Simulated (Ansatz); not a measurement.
Geometry relaxation of SiH$_{4}$SO$_{3}$ (part 2 of 2)

SiH$_{4}$SO$_{3}$; RKS PBE0-D4/def2-TZVP (Ansatz 0.2.0). The geometry is a transition state displaced along its imaginary mode. The reaction was set up to form S2–H4 and to break Si1–S2 and O3–H4 (atoms counted from 1 in the order of the input); sticks are drawn by distance alone.

Geometry of the input (Å):
```
Si -0.5054  -0.4586  -0.0763
S  1.5426  0.9136  0.8200
O  -0.2046  -1.5575  0.9070
H  1.4273  -0.1622  1.3993
O  -1.7183  0.6143  0.0606
O  -0.1012  -0.4848  -1.6412
H  2.3469  0.4367  -0.1416
H  -2.2046  0.5755  0.8886
H  -0.5828  0.1232  -2.2166
```

## Trajectory as extended XYZ, continued
```
9
Properties=species:S:1:pos:R:3:forces:R:3 step=7 energy=-24912.56949
Si   -0.4756   -0.4516   -0.0777   -0.1310   0.0902  -0.0987
S     1.4510    0.9049    0.6906   -0.0515   0.1862  -0.0687
O    -0.2698   -1.6348    0.8509    0.0251  -0.1176   0.0658
H     1.6318   -0.0210    1.6404    0.0386  -0.1080   0.1353
O    -1.6814    0.6466    0.0756    0.1293   0.0240  -0.1718
O    -0.0704   -0.4004   -1.6576    0.1568  -0.1412   0.1332
H     2.2693    0.2799   -0.1678    0.0762  -0.0413  -0.0480
H    -2.2312    0.5195    0.8472   -0.1106  -0.0268   0.1821
H    -0.6237    0.1570   -2.2018   -0.1328   0.1345  -0.1292
9
Properties=species:S:1:pos:R:3:forces:R:3 step=8 energy=-24912.57264
Si   -0.4838   -0.4611   -0.0881   -0.0616  -0.0222   0.0777
S     1.4461    0.9012    0.6775    0.0298   0.0275   0.0260
O    -0.2900   -1.6542    0.8344    0.0081   0.0004  -0.0396
H     1.6560    0.0174    1.6704   -0.0193   0.0151  -0.0182
O    -1.6737    0.6515    0.0823   -0.0292   0.0024  -0.0103
O    -0.0765   -0.3973   -1.6659    0.0186  -0.0080  -0.0313
H     2.2907    0.2682   -0.1530    0.0196  -0.0164  -0.0108
H    -2.2311    0.5147    0.8522    0.0275  -0.0010  -0.0007
H    -0.6378    0.1597   -2.2100    0.0063   0.0022   0.0071
9
Properties=species:S:1:pos:R:3:forces:R:3 step=9 energy=-24912.57351
Si   -0.4922   -0.4736   -0.1019    0.0551   0.0275  -0.0088
S     1.4523    0.9076    0.6504   -0.0635   0.1066  -0.0032
O    -0.2818   -1.6783    0.7989   -0.0068  -0.0215   0.0244
H     1.6461    0.0967    1.7011   -0.0269  -0.0481   0.0787
O    -1.6779    0.6397    0.0842    0.0149  -0.0034  -0.0316
O    -0.0837   -0.3871   -1.6790   -0.0251  -0.0032  -0.0105
H     2.2905    0.2016   -0.1186    0.0864  -0.0611  -0.0908
H    -2.2048    0.5150    0.8755   -0.0498  -0.0044   0.0541
H    -0.6486    0.1785   -2.2106    0.0156   0.0076  -0.0122
9
Properties=species:S:1:pos:R:3:forces:R:3 step=10 energy=-24912.54546 accepted=F
Si   -0.4715   -0.4619   -0.0943   -0.3699  -0.6910   0.6008
S     1.4894    0.9142    0.5848   -0.1352   0.0646   0.0607
O    -0.2932   -1.6797    0.8154    0.1771   0.4912  -0.3231
H     1.5907    0.1549    1.6871    0.0293  -0.0194   0.0838
O    -1.6911    0.6049    0.0967   -0.1090   0.3236   0.1408
O    -0.1374   -0.3956   -1.6729    0.4918  -0.2361  -0.3631
H     2.3409    0.1379   -0.0999    0.0311  -0.0813  -0.0654
H    -2.2285    0.4737    0.8823    0.0900  -0.0222  -0.0427
H    -0.5994    0.2516   -2.1992   -0.2053   0.1706  -0.0919
9
Properties=species:S:1:pos:R:3:forces:R:3 step=11 energy=-24912.57534
Si   -0.4848   -0.4706   -0.1033    0.0154   0.0138   0.0065
S     1.4626    0.9136    0.6316    0.0085  -0.0614   0.0386
O    -0.2693   -1.6759    0.7974    0.0094   0.0249  -0.0111
H     1.6066    0.1128    1.7052   -0.0002   0.0399  -0.0445
O    -1.6755    0.6363    0.0919   -0.0130  -0.0033   0.0235
O    -0.0882   -0.3812   -1.6828   -0.0119  -0.0241  -0.0296
H     2.3027    0.1724   -0.1123   -0.0134   0.0052   0.0229
H    -2.2020    0.5051    0.8840   -0.0032  -0.0008  -0.0035
H    -0.6520    0.1876   -2.2118    0.0083   0.0058  -0.0028
9
Properties=species:S:1:pos:R:3:forces:R:3 step=12 energy=-24912.57524 accepted=F
Si   -0.4792   -0.4690   -0.1203   -0.0048  -0.0785   0.0726
S     1.4775    0.9130    0.5992    0.1171  -0.2134   0.0439
O    -0.2415   -1.6785    0.7708    0.0046   0.0618  -0.0472
H     1.5771    0.1929    1.7391   -0.0229   0.0946  -0.1684
O    -1.6784    0.6233    0.0989    0.0039   0.0368   0.0298
O    -0.1144   -0.3710   -1.7053    0.0914  -0.0759   0.0063
H     2.3173    0.0881   -0.0653   -0.1258   0.1150   0.1082
H    -2.1853    0.4889    0.9029   -0.0084  -0.0056   0.0029
H    -0.6732    0.2124   -2.2201   -0.0551   0.0651  -0.0480
9
Properties=species:S:1:pos:R:3:forces:R:3 step=13 energy=-24912.57460 accepted=F
Si   -0.4783   -0.4628   -0.1154   -0.0909  -0.0398   0.0734
S     1.4688    0.9035    0.6230    0.0129   0.0818  -0.0568
O    -0.2476   -1.6607    0.7913    0.0116  -0.0304  -0.0346
H     1.6023    0.1476    1.7260   -0.0305  -0.0300  -0.0006
O    -1.6775    0.6324    0.0992    0.0377   0.0352  -0.0498
O    -0.1166   -0.3876   -1.7038    0.0892  -0.0279   0.0577
H     2.3128    0.1337   -0.0844    0.0072  -0.0148   0.0047
H    -2.2031    0.4896    0.8892    0.0076  -0.0151   0.0261
H    -0.6610    0.2045   -2.2252   -0.0447   0.0409  -0.0200
9
Properties=species:S:1:pos:R:3:forces:R:3 step=14 energy=-24912.57623
Si   -0.4821   -0.4686   -0.1081   -0.0089   0.0149   0.0011
S     1.4655    0.9121    0.6249   -0.0040   0.0034  -0.0082
O    -0.2583   -1.6716    0.7932    0.0099  -0.0027  -0.0056
H     1.5949    0.1284    1.7097   -0.0017   0.0006   0.0072
O    -1.6750    0.6346    0.0961    0.0068   0.0048  -0.0032
O    -0.0980   -0.3831   -1.6910    0.0072  -0.0222   0.0016
H     2.3069    0.1536   -0.0981    0.0015  -0.0065   0.0042
H    -2.1983    0.5000    0.8894   -0.0057  -0.0054   0.0099
H    -0.6557    0.1947   -2.2162   -0.0051   0.0132  -0.0070
9
Properties=species:S:1:pos:R:3:forces:R:3 step=15 energy=-24912.57708
Si   -0.4778   -0.4686   -0.1167   -0.0204   0.0083   0.0033
S     1.4713    0.9131    0.6064    0.0316  -0.0398  -0.0193
O    -0.2420   -1.6727    0.7800    0.0092  -0.0065  -0.0104
H     1.5684    0.1667    1.7217   -0.0027   0.0149  -0.0158
O    -1.6715    0.6309    0.1042    0.0142   0.0101  -0.0113
O    -0.1110   -0.3811   -1.7035    0.0168  -0.0208   0.0169
H     2.3135    0.1123   -0.0730   -0.0328   0.0267   0.0324
H    -2.1870    0.4917    0.9017   -0.0044  -0.0079   0.0106
H    -0.6640    0.2079   -2.2209   -0.0115   0.0150  -0.0064
9
Properties=species:S:1:pos:R:3:forces:R:3 step=16 energy=-24912.57734
Si   -0.4730   -0.4705   -0.1297   -0.0277  -0.0026   0.0071
S     1.4790    0.9125    0.5778    0.1090  -0.1548   0.0045
O    -0.2222   -1.6787    0.7576    0.0056  -0.0059  -0.0172
H     1.5346    0.2291    1.7396   -0.0073   0.0574  -0.0994
O    -1.6650    0.6259    0.1163    0.0224   0.0122  -0.0181
O    -0.1297   -0.3780   -1.7216    0.0134  -0.0048   0.0300
H     2.3227    0.0524   -0.0329   -0.1080   0.1040   0.0831
H    -2.1699    0.4797    0.9195   -0.0003  -0.0104   0.0068
H    -0.6765    0.2277   -2.2268   -0.0071   0.0047   0.0033
9
Properties=species:S:1:pos:R:3:forces:R:3 step=17 energy=-24912.57819
Si   -0.4730   -0.4720   -0.1299   -0.0212   0.0011   0.0114
S     1.4792    0.9114    0.5754    0.0460  -0.0633  -0.0068
O    -0.2243   -1.6824    0.7550    0.0065  -0.0028  -0.0166
H     1.5368    0.2364    1.7389   -0.0065   0.0236  -0.0374
O    -1.6631    0.6262    0.1173    0.0118   0.0106  -0.0111
O    -0.1277   -0.3755   -1.7210    0.0103  -0.0085   0.0199
H     2.3185    0.0493   -0.0297   -0.0424   0.0425   0.0351
H    -2.1694    0.4785    0.9193    0.0005  -0.0086   0.0035
H    -0.6771    0.2283   -2.2255   -0.0051   0.0054   0.0019
9
Properties=species:S:1:pos:R:3:forces:R:3 step=18 energy=-24912.57892
Si   -0.4724   -0.4735   -0.1352    0.0144  -0.0050   0.0126
S     1.4879    0.9087    0.5543   -0.0112   0.0007  -0.0013
O    -0.2177   -1.6909    0.7378   -0.0027  -0.0025   0.0026
H     1.5211    0.2818    1.7434    0.0002   0.0028  -0.0022
O    -1.6556    0.6280    0.1289   -0.0042  -0.0024  -0.0009
O    -0.1347   -0.3715   -1.7269   -0.0064   0.0063  -0.0037
H     2.3198    0.0125   -0.0036    0.0018  -0.0058   0.0028
H    -2.1664    0.4650    0.9256    0.0092   0.0017  -0.0052
H    -0.6821    0.2400   -2.2245   -0.0010   0.0042  -0.0048
9
Properties=species:S:1:pos:R:3:forces:R:3 step=19 energy=-24912.57907
Si   -0.4678   -0.4777   -0.1455    0.0104  -0.0046   0.0165
S     1.4926    0.9070    0.5325    0.0238  -0.0672   0.0148
O    -0.2073   -1.7032    0.7143   -0.0012   0.0042   0.0062
H     1.4992    0.3404    1.7541   -0.0044   0.0193  -0.0523
O    -1.6423    0.6278    0.1413   -0.0198  -0.0124   0.0013
O    -0.1481   -0.3694   -1.7405   -0.0112   0.0258  -0.0058
H     2.3151   -0.0338    0.0326   -0.0165   0.0344   0.0249
H    -2.1499    0.4541    0.9380    0.0098   0.0066  -0.0084
H    -0.6917    0.2548   -2.2269    0.0092  -0.0062   0.0028
9
Properties=species:S:1:pos:R:3:forces:R:3 step=20 energy=-24912.57835 accepted=F
Si   -0.4684   -0.4787   -0.1502    0.0524  -0.0322  -0.0303
S     1.5032    0.8971    0.5043    0.0449  -0.0940   0.1035
O    -0.2009   -1.7090    0.7007   -0.0163   0.0143   0.0137
H     1.4715    0.3800    1.7495    0.0146   0.0490  -0.0980
O    -1.6420    0.6247    0.1496    0.0060  -0.0103   0.0110
O    -0.1582   -0.3617   -1.7466   -0.0405   0.0247  -0.0230
H     2.3432   -0.0640    0.0709   -0.0853   0.0564   0.0221
H    -2.1452    0.4447    0.9477    0.0087   0.0092  -0.0058
H    -0.7032    0.2671   -2.2260    0.0156  -0.0173   0.0068
9
Properties=species:S:1:pos:R:3:forces:R:3 step=21 energy=-24912.57910
Si   -0.4648   -0.4813   -0.1484   -0.0458   0.1029  -0.0491
S     1.4977    0.9017    0.5210   -0.0075   0.0068  -0.0039
O    -0.1992   -1.7028    0.7122    0.0255  -0.0896   0.0537
H     1.4856    0.3592    1.7507   -0.0013  -0.0004   0.0129
O    -1.6453    0.6180    0.1360   -0.0218   0.0054   0.0514
O    -0.1567   -0.3627   -1.7434    0.0512  -0.0362  -0.0441
H     2.3213   -0.0517    0.0534    0.0087  -0.0063  -0.0070
H    -2.1398    0.4541    0.9430    0.0054   0.0083  -0.0157
H    -0.6989    0.2656   -2.2246   -0.0143   0.0091   0.0019
9
Properties=species:S:1:pos:R:3:forces:R:3 step=22 energy=-24912.57945
Si   -0.4672   -0.4801   -0.1489    0.0031   0.0258  -0.0052
S     1.4960    0.9015    0.5218    0.0060  -0.0093   0.0078
O    -0.2016   -1.7048    0.7098   -0.0009  -0.0204   0.0119
H     1.4881    0.3590    1.7525   -0.0026   0.0051  -0.0124
O    -1.6437    0.6225    0.1409   -0.0088  -0.0070   0.0136
O    -0.1539   -0.3644   -1.7443    0.0062  -0.0043  -0.0142
H     2.3228   -0.0487    0.0514   -0.0056   0.0049   0.0027
H    -2.1427    0.4531    0.9436    0.0036   0.0049  -0.0058
H    -0.6979    0.2620   -2.2268   -0.0009   0.0004   0.0016
9
Properties=species:S:1:pos:R:3:forces:R:3 step=23 energy=-24912.57948
Si   -0.4664   -0.4803   -0.1504    0.0037  -0.0001   0.0009
S     1.4969    0.9013    0.5194   -0.0063   0.0061  -0.0054
O    -0.1999   -1.7059    0.7075    0.0000  -0.0009   0.0002
H     1.4806    0.3644    1.7518    0.0054  -0.0044  -0.0014
O    -1.6432    0.6210    0.1427   -0.0025   0.0019   0.0027
O    -0.1550   -0.3652   -1.7465    0.0016  -0.0019   0.0014
H     2.3218   -0.0530    0.0548    0.0001  -0.0029   0.0073
H    -2.1381    0.4538    0.9484    0.0014  -0.0003  -0.0040
H    -0.6968    0.2639   -2.2278   -0.0035   0.0024  -0.0017
9
Properties=species:S:1:pos:R:3:forces:R:3 step=24 energy=-24912.57950
Si   -0.4660   -0.4804   -0.1513    0.0019  -0.0022   0.0005
S     1.4977    0.9008    0.5170    0.0010  -0.0042   0.0012
O    -0.1991   -1.7068    0.7053   -0.0002   0.0012  -0.0006
H     1.4803    0.3702    1.7524    0.0002   0.0010  -0.0048
O    -1.6426    0.6208    0.1434   -0.0004   0.0010   0.0022
O    -0.1563   -0.3643   -1.7476    0.0015  -0.0001   0.0006
H     2.3222   -0.0577    0.0598   -0.0030   0.0025   0.0029
H    -2.1375    0.4523    0.9488    0.0006   0.0001  -0.0020
H    -0.6988    0.2652   -2.2279   -0.0016   0.0006   0.0001
```

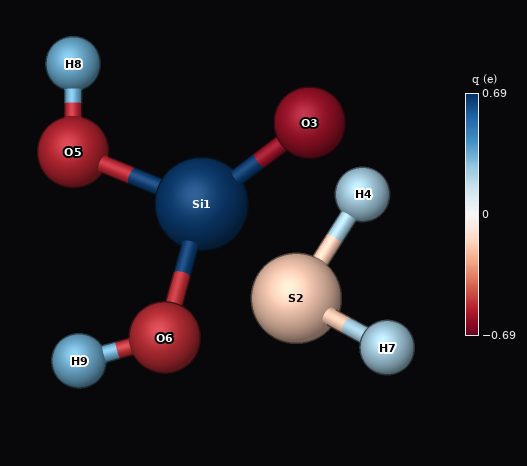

Figure 1. Mulliken charges, as the colour of each atom (ball-and-stick view, seen at a tilt; atoms are numbered from 1 in the order of the input). By element: Si +0.66, S −0.17, O −0.59 to −0.51 and H +0.23 to +0.34 e.
